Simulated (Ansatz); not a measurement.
System: rock-salt MgS. Method: PBEsol-D3(BJ) in Ansatz (plane waves, PAW).

Run with plane-wave cutoff 520 eV, 12×12×12 k mesh, Fermi–Dirac smearing 0.01 eV, scalar-relativistic PAW data made under PBE.

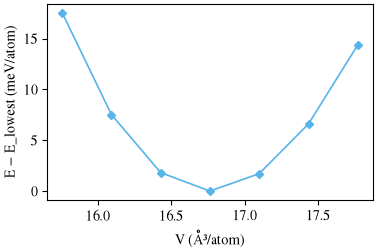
Fig. 1. Total energy against volume

Q: From the curve, estimate the equilibrium volume and the bulk modulus.

A: V0 ≈ 16.8 Å³/atom and B0 ≈ 84 GPa; the fit gives V0 = 16.763 Å³/atom, B0 = 84.1 GPa, B′ = 4.1.

Measured, for comparison: bulk modulus 81 GPa, equilibrium volume per atom 17.45 Å³/atom (corrected for zero-point motion; as tabulated in Goldzak et al. (2022), arXiv:2208.04865). Computed (rounded) less measured: bulk modulus +4 %, equilibrium volume per atom -4.0 %.

Computed values are for the static lattice.

The result took roughly 26 core-seconds.

Ansatz is an electronic-structure program.
